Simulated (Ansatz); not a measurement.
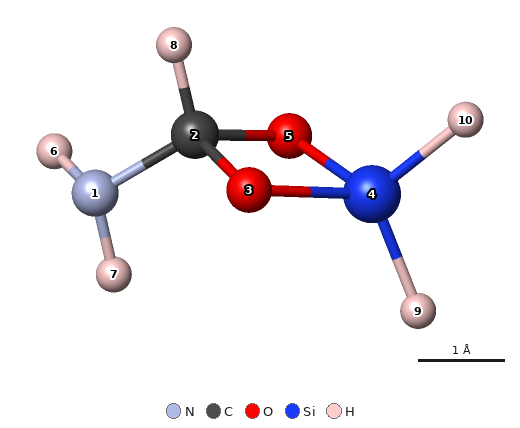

*The input geometry (ball-and-stick view, seen at a tilt; atoms are numbered from 1 in the order of the input).*

Bond lengths as drawn: C–H 1.10 Å, C–N 1.40 Å, C–O 1.43 to 1.47 Å, H–N 1.01 to 1.02 Å, H–Si 1.49 Å and O–Si 1.67 to 1.68 Å.

## CH5NO2Si: nudged elastic band

System: CH5NO2Si, SMILES NC1O[SiH2]O1.
Method: RKS PBE0-D4/6-31G* (Ansatz 0.2.0).

It belongs to a series of runs on one base structure; here: band between the two ends. Figures and captions count atoms from 1; the log counts them from 0 in places.

The input
```yaml
crystal:
  periodic: [false, false, false]
  atoms:
    - { symbol: "N", position_ang: [-0.699868, 0.941612, 1.297682] }
    - { symbol: C, position_ang: [0.313569, 0.497874, 0.436454] }
    - { symbol: O, position_ang: [0.567883, -0.894768, 0.610915] }
    - { symbol: Si, position_ang: [0.336601, -1.111396, -1.041303] }
    - { symbol: O, position_ang: [-0.010333, 0.524616, -0.992224] }
    - { symbol: H, position_ang: [-0.843219, 1.941785, 1.208727] }
    - { symbol: H, position_ang: [-1.573436, 0.459, 1.108397] }
    - { symbol: H, position_ang: [1.218112, 1.095261, 0.595489] }
    - { symbol: H, position_ang: [-0.782661, -2.015387, -1.419545] }
    - { symbol: H, position_ang: [1.556452, -1.489796, -1.801493] }
basis:
  gaussian: { orbitals: "6-31G*" }
hamiltonian:
  xc: pbe0
  dispersion: d4
neb:
  order_check: false
  images: 5
  f_tol: 0.03
  max_iterations: 58
  initial_path: idpp
  final_atoms:
    - { symbol: "N", position_ang: [-0.81372197, 1.21328706, 0.96033611] }
    - { symbol: C, position_ang: [0.26138056, 0.62072968, 0.28331501] }
    - { symbol: O, position_ang: [0.53494983, -0.77749398, 0.62641653] }
    - { symbol: Si, position_ang: [0.35258471, -1.14915521, -0.99467796] }
    - { symbol: O, position_ang: [-0.01329971, 0.48880256, -1.109945] }
    - { symbol: H, position_ang: [-0.59533495, 1.35381937, 1.94078561] }
    - { symbol: H, position_ang: [-1.65100691, 0.64379712, 0.88024812] }
    - { symbol: H, position_ang: [1.17258855, 1.20245392, 0.46053644] }
    - { symbol: H, position_ang: [-0.75524507, -2.07971523, -1.34075032] }
    - { symbol: H, position_ang: [1.59020495, -1.56772431, -1.70316553] }
```

Hardware: 1 thread of Arm Neoverse V1, 24 GiB of memory available, shared host.

Command:
```bash
ansatz run input.yaml --threads 1 --pin off --max-ram 2048MiB --backend cpu --events-out ev --progress --plain --runs-dir out
```

Output
```
Engine: ansatz 0.2.0, aarch64-unknown-linux-gnu
Functional definition: PBE0
  parameter a = 0.25
  parameter kappa = 0.804
  parameter beta = 0.06672455060314922
  exchange = (1 - a)*pbe_x(kappa = kappa, mu = beta*pi^2/3) + a*exact_x
  correlation = pbe_c(beta = beta)
945 factors; integrals over basis functions are off by at most 4.5e-4 eV
mean field evaluation 1: about -14563.1053 eV, gradient 6.2e1 eV
mean field evaluation 2: about -14556.4874 eV, gradient 8.6e1 eV
mean field evaluation 4: about -14569.9169 eV, gradient 3.0e0 eV
mean field evaluation 8: about -14569.9590 eV, gradient 1.1e-1 eV
mean field evaluation 16: about -14569.9591 eV, gradient 2.7e-5 eV
mean field -14569.95905442 eV, -535.4361193771 hartree, gradient 2.7e-5 eV, S^2 0.000000; 0 other end points of the search recorded, 0 dependent functions left out
the calculation of the forces begins
reference -14569.95907866 eV, -535.4361202678 hartree; 24, 24 occupied and 65, 65 virtual orbitals, 945 factors
945 factors; integrals over basis functions are off by at most 4.4e-4 eV
mean field evaluation 32: about -14569.9591 eV, gradient 2.7e-5 eV
mean field -14569.95905785 eV, -535.4361195030 hartree, gradient 2.7e-5 eV, S^2 0.000000; 0 other end points of the search recorded, 0 dependent functions left out
[... from here on the field's lines of each further geometry are left out, up to the last ...]
NEB iter   1: max|band force component| = 1.049e0 eV/Å  barrier→ = 0.2164 eV  barrier← = 0.2164 eV  Δτ_max = 0.0605 Å  (182 SCF iters)
NEB iter   2: max|band force component| = 2.217e-1 eV/Å  barrier→ = 0.1389 eV  barrier← = 0.1389 eV  CI = image 3  Δτ_max = 0.0355 Å  (141 SCF iters)
NEB iter   3: max|band force component| = 9.996e-2 eV/Å  barrier→ = 0.1340 eV  barrier← = 0.1340 eV  CI = image 3  Δτ_max = 0.0237 Å  (145 SCF iters)
NEB iter   4: max|band force component| = 7.699e-2 eV/Å  barrier→ = 0.1326 eV  barrier← = 0.1326 eV  CI = image 3  Δτ_max = 0.0134 Å  (145 SCF iters)
the calculation of the forces begins
reference -14569.94784308 eV, -535.4357073678 hartree; 24, 24 occupied and 65, 65 virtual orbitals, 945 factors
945 factors; integrals over basis functions are off by at most 4.5e-4 eV
mean field -14569.82737359 eV, -535.4312801956 hartree, gradient 7.4e-6 eV, S^2 0.000000; 1 other end points of the search recorded, 0 dependent functions left out
the calculation of the forces begins
reference -14569.82739773 eV, -535.4312810828 hartree; 24, 24 occupied and 65, 65 virtual orbitals, 945 factors
NEB iter   5: max|band force component| = 2.507e-2 eV/Å  barrier→ = 0.1324 eV  barrier← = 0.1324 eV  CI = image 3  Δτ_max = 0.0000 Å  (259 SCF iters)
```

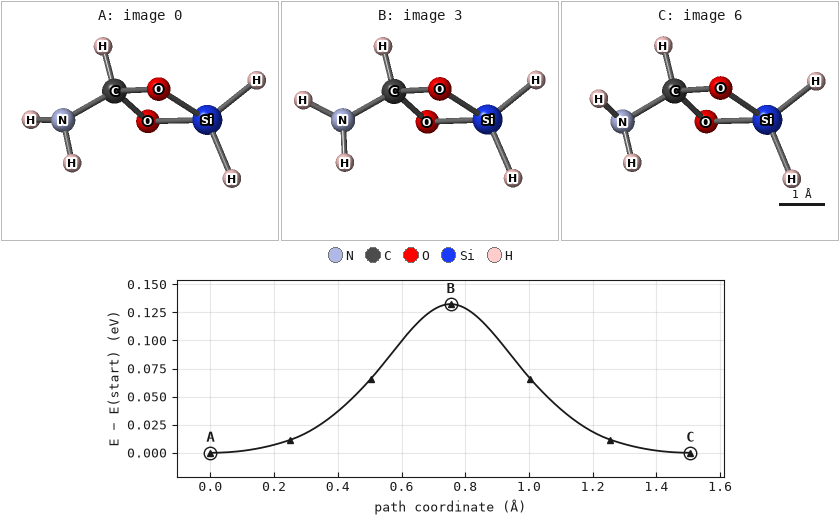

*Images of the last band (counted from 0; ball-and-stick, seen at a tilt) above the energy along the path; the line is a cubic interpolation that uses the forces.*

The highest image is number 3, 0.132 eV above the start and 0.132 eV above the end (the climbing image); start and end have the same energy. The path is 1.51 Å long. The band converged in 5 iterations.

```
Total energy: -14569.99380654 eV, -535.4373964937 hartree
Atom 0 at    -0.794664     1.060397     1.070837 Å, force     0.015843    -0.000320    -0.005601 eV/Å
Atom 1 at     0.246091     0.546161     0.331480 Å, force    -0.005680    -0.014621    -0.009066 eV/Å
Atom 2 at     0.552652    -0.846607     0.619795 Å, force    -0.000474     0.008315     0.005031 eV/Å
Atom 3 at     0.385946    -1.186193    -1.011550 Å, force    -0.005859    -0.003886    -0.001200 eV/Å
Atom 4 at    -0.031171     0.433674    -1.092348 Å, force     0.000186     0.006951     0.006668 eV/Å
Atom 5 at    -0.673179     1.876811     1.640072 Å, force    -0.003626    -0.000833     0.000578 eV/Å
Atom 6 at    -1.697749     0.618135     1.047666 Å, force    -0.002595    -0.000031     0.000921 eV/Å
Atom 7 at     1.138862     1.160772     0.486694 Å, force    -0.001314     0.000366     0.000731 eV/Å
Atom 8 at    -0.684420    -2.155923    -1.371737 Å, force     0.000524     0.000788     0.000449 eV/Å
Atom 9 at     1.640731    -1.558427    -1.717810 Å, force     0.002995     0.003273     0.001489 eV/Å
Dipole moment:    -0.126111     0.112660     0.127172 e Å
this run last wrote the band of iteration 5 to [file]
```

The last band as extended XYZ (Å, eV, eV/Å)
```
10
Properties=species:S:1:pos:R:3:forces:R:3 image=0 energy=-14570.12618
N    -0.6999    0.9416    1.2977    0.0001  -0.0023  -0.0010
C     0.3136    0.4979    0.4365   -0.0011   0.0044   0.0014
O     0.5679   -0.8948    0.6109    0.0001  -0.0007   0.0015
Si    0.3366   -1.1114   -1.0413   -0.0001  -0.0006  -0.0029
O    -0.0103    0.5246   -0.9922   -0.0001   0.0000   0.0005
H    -0.8432    1.9418    1.2087    0.0011   0.0007  -0.0003
H    -1.5734    0.4590    1.1084   -0.0008  -0.0005   0.0003
H     1.2181    1.0953    0.5955    0.0009  -0.0006  -0.0004
H    -0.7827   -2.0154   -1.4195    0.0000  -0.0003   0.0003
H     1.5565   -1.4898   -1.8015    0.0001   0.0000   0.0005
10
Properties=species:S:1:pos:R:3:forces:R:3 image=1 energy=-14570.11462
N    -0.7190    0.9410    1.2837    0.0223  -0.0077   0.0254
C     0.2847    0.4977    0.4150   -0.0074  -0.0112  -0.0044
O     0.5797   -0.8895    0.6097    0.0011  -0.0026   0.0138
Si    0.3525   -1.1401   -1.0348   -0.0134   0.0000  -0.0024
O    -0.0623    0.4832   -1.0065    0.0062   0.0200   0.0284
H    -0.7616    1.9507    1.3406   -0.0279   0.0141  -0.0800
H    -1.6295    0.5654    1.0396    0.0197  -0.0272   0.0066
H     1.1804    1.1133    0.5515    0.0144  -0.0135   0.0178
H    -0.7281   -2.0940   -1.4030   -0.0073   0.0120   0.0000
H     1.5862   -1.4789   -1.7927   -0.0077   0.0161  -0.0052
10
Properties=species:S:1:pos:R:3:forces:R:3 image=2 energy=-14570.06060
N    -0.7498    0.9662    1.2142    0.0718  -0.1248   0.1809
C     0.2603    0.5187    0.3723    0.0053  -0.0461   0.0358
O     0.5795   -0.8677    0.6069    0.0301  -0.0142   0.0031
Si    0.3729   -1.1667   -1.0275   -0.0165   0.0042  -0.0076
O    -0.0633    0.4531   -1.0509   -0.0357   0.0309   0.0667
H    -0.7068    1.9270    1.5120   -0.0621   0.0892  -0.2114
H    -1.6813    0.6304    1.0144    0.0155   0.0305  -0.0667
H     1.1484    1.1451    0.5073    0.0123  -0.0196   0.0280
H    -0.6964   -2.1369   -1.3878   -0.0057   0.0124  -0.0037
H     1.6196   -1.5204   -1.7578   -0.0151   0.0376  -0.0250
10
Properties=species:S:1:pos:R:3:forces:R:3 image=3 energy=-14569.99378
N    -0.7947    1.0604    1.0708    0.0158  -0.0003  -0.0056
C     0.2461    0.5462    0.3315   -0.0057  -0.0146  -0.0091
O     0.5527   -0.8466    0.6198   -0.0005   0.0083   0.0050
Si    0.3859   -1.1862   -1.0115   -0.0059  -0.0039  -0.0012
O    -0.0312    0.4337   -1.0923    0.0002   0.0070   0.0067
H    -0.6732    1.8768    1.6401   -0.0036  -0.0008   0.0006
H    -1.6977    0.6181    1.0477   -0.0026   0.0000   0.0009
H     1.1389    1.1608    0.4867   -0.0013   0.0004   0.0007
H    -0.6844   -2.1559   -1.3717    0.0005   0.0008   0.0004
H     1.6407   -1.5584   -1.7178    0.0030   0.0033   0.0015
10
Properties=species:S:1:pos:R:3:forces:R:3 image=4 energy=-14570.06040
N    -0.8429    1.1705    0.9409   -0.0499   0.1421  -0.1760
C     0.2334    0.5777    0.2934   -0.0240   0.0183  -0.0503
O     0.5141   -0.8130    0.6421   -0.0486   0.0589   0.0294
Si    0.3871   -1.1979   -0.9858   -0.0099  -0.0103   0.0117
O    -0.0092    0.4233   -1.1195    0.0205   0.0071  -0.0256
H    -0.6349    1.7693    1.7231    0.0597  -0.1781   0.1460
H    -1.6664    0.5975    1.0585    0.0499  -0.0449   0.0341
H     1.1340    1.1768    0.4649   -0.0068   0.0223  -0.0280
H    -0.6824   -2.1676   -1.3468    0.0004  -0.0009   0.0141
H     1.6503   -1.5879   -1.6676    0.0087  -0.0145   0.0446
10
Properties=species:S:1:pos:R:3:forces:R:3 image=5 energy=-14570.11452
N    -0.8524    1.2337    0.8922    0.0064   0.0270  -0.0211
C     0.2306    0.6162    0.2563   -0.0080  -0.0097  -0.0063
O     0.5058   -0.7631    0.6600   -0.0003   0.0341   0.0102
Si    0.3806   -1.2018   -0.9524   -0.0107  -0.0059   0.0054
O    -0.0167    0.4186   -1.1397   -0.0054   0.0115  -0.0055
H    -0.6050    1.6081    1.7996    0.0130  -0.0757   0.0397
H    -1.6516    0.6139    0.9753    0.0062   0.0028  -0.0336
H     1.1338    1.2153    0.4150    0.0010   0.0159  -0.0215
H    -0.6905   -2.1766   -1.2929   -0.0026   0.0018   0.0138
H     1.6484   -1.6155   -1.6102    0.0004  -0.0017   0.0188
10
Properties=species:S:1:pos:R:3:forces:R:3 image=6 energy=-14570.12618
N    -0.8211    1.2169    0.9493    0.0020   0.0017  -0.0061
C     0.2548    0.6296    0.2690    0.0035  -0.0064   0.0085
O     0.5552   -0.7578    0.6330   -0.0018   0.0032  -0.0023
Si    0.3584   -1.1610   -0.9788   -0.0015  -0.0057   0.0064
O    -0.0353    0.4686   -1.1181   -0.0025   0.0040  -0.0061
H    -0.5926    1.3783    1.9243   -0.0016  -0.0009   0.0016
H    -1.6500    0.6329    0.8901   -0.0011  -0.0011   0.0020
H     1.1587    1.2288    0.4242    0.0023   0.0045   0.0004
H    -0.7386   -2.1151   -1.2941    0.0003   0.0000  -0.0018
H     1.5935   -1.5724   -1.6958    0.0004   0.0006  -0.0026
```

Key numbers

```json
{"quantity": "outcome", "value": "converged"}
{"quantity": "barrier, forward", "value": "0.132 eV"}
{"quantity": "barrier, backward", "value": "0.132 eV"}
{"quantity": "wall time", "value": "2.3 min"}
{"quantity": "peak memory", "value": "0.18 GiB"}
```

The order of the saddle point was not checked.
